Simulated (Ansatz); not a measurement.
ClH$_{5}$O$_{2}$S$_{2}$Si$_{2}$

The calculation's input:

```
crystal:
  periodic: [false, false, false]
  atoms:
    - { symbol: O, position_ang: [-0.6028, -1.1891, -1.5884] }
    - { symbol: Si, position_ang: [-0.769, -0.595, -0.0423] }
    - { symbol: O, position_ang: [-0.7931, -1.9208, 0.9336] }
    - { symbol: S, position_ang: [-2.6426, 0.2618, 0.1549] }
    - { symbol: Si, position_ang: [0.932, 0.9408, 0.4751] }
    - { symbol: S, position_ang: [2.8663, 0.1588, 0.0067] }
    - { symbol: Cl, position_ang: [0.7267, 2.6822, -0.5806] }
    - { symbol: H, position_ang: [0.1212, -1.7385, -1.784] }
    - { symbol: H, position_ang: [-1.6215, -2.3365, 1.0877] }
    - { symbol: H, position_ang: [-2.6259, 1.0829, -0.8671] }
    - { symbol: H, position_ang: [0.9123, 1.3273, 1.9525] }
    - { symbol: H, position_ang: [3.5734, 1.2711, 0.2857] }
basis:
  gaussian: { orbitals: def2-SVP }
hamiltonian:
  xc: b3lyp
  dispersion: d4
relax:
  f_tol: 0.015
  max_steps: 40
output:
  orbitals: {}
```

Launched as:

```sh
ansatz run input.yaml --threads 2 --pin off --max-ram 3072MiB --backend cpu --events-out ev --progress --plain --runs-dir out
```

The fields are those of the run's last geometry, not of the input's.

The calculation used RKS B3LYP-D4/def2-SVP in Ansatz.

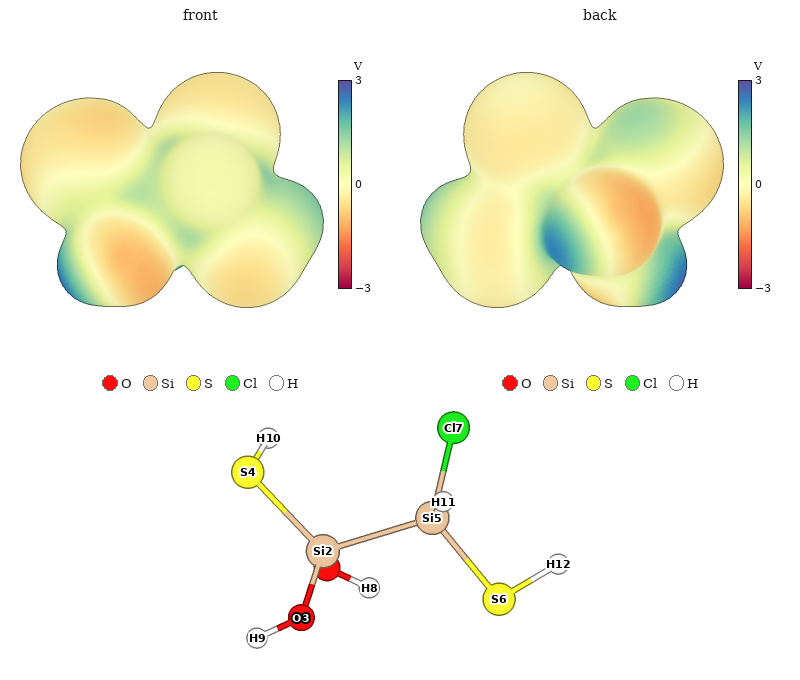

Figure 1. The electrostatic potential painted on the density surface at 0.002 e/bohr³, seen from the front and from behind; red is negative and blue positive. The bare structure is drawn below in the same view.

Describe the electrostatic potential map.

Answer. The most negative region (about −1.2 V, or −28 kcal/mol for a unit charge) lies over O1, the most positive (about +2.6 V, or +60 kcal/mol for a unit charge) over H9. O1 is the likeliest acceptor of a hydrogen bond.

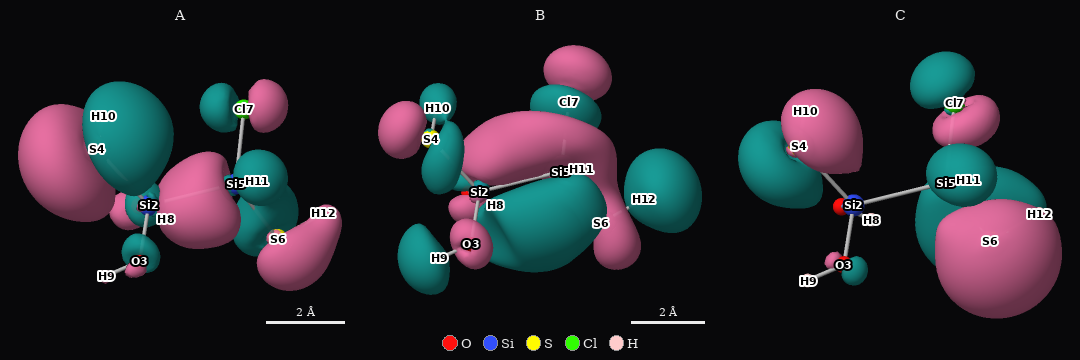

Figure 2. Three frontier orbitals at ±0.06 Å⁻³ᐟ² (teal and pink are the two phases), in no order.

Which picture is the HOMO−1, the HOMO and the LUMO?

Answer. C is the HOMO−1 (−7.44 eV). Its weight (Hirshfeld) is mainly on S6 (about 70 %) and S4 (about 10 %); largely a lone pair of S6. A is the HOMO (−7.13 eV). It lies mainly on S4 (about 60 %), Si2 (about 10 %), S6 (about 10 %) and Si5 (about 10 %). B is the LUMO (−0.61 eV). By Hirshfeld shares it lies mainly on Si5 (about 30 %), Si2 (about 15 %), S6 (about 15 %), Cl7 (about 10 %) and H12 (about 10 %).

What is the HOMO–LUMO gap?

Answer. 6.52 eV between the orbital energies.

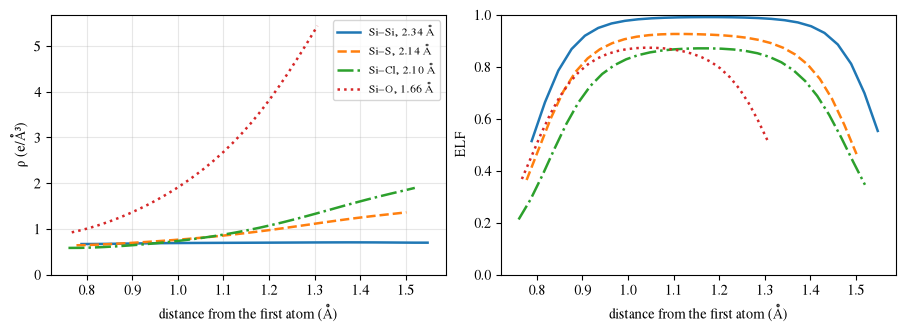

Figure 3. Total electron density and electron localisation function along straight lines between neighbouring atoms. The curves leave out the atomic cores.

Compare the contacts.

Answer. Si–Si (2.34 Å): ρ is about 0.7 e/Å³ halfway; the ELF peaks at about 1 between the atoms: a covalent bond.
Si–S (2.14 Å): ρ at the midpoint is about 0.83 e/Å³; the ELF peaks at about 0.95 between the atoms: a shared electron pair.
Si–Cl (2.10 Å): ρ at the midpoint is about 0.8 e/Å³; the ELF peaks at about 0.85 between the atoms: a polar covalent bond.
Si–O (1.66 Å): ρ at the midpoint is about 1.1 e/Å³; the ELF peaks at about 0.85 between the atoms (a polar covalent bond).
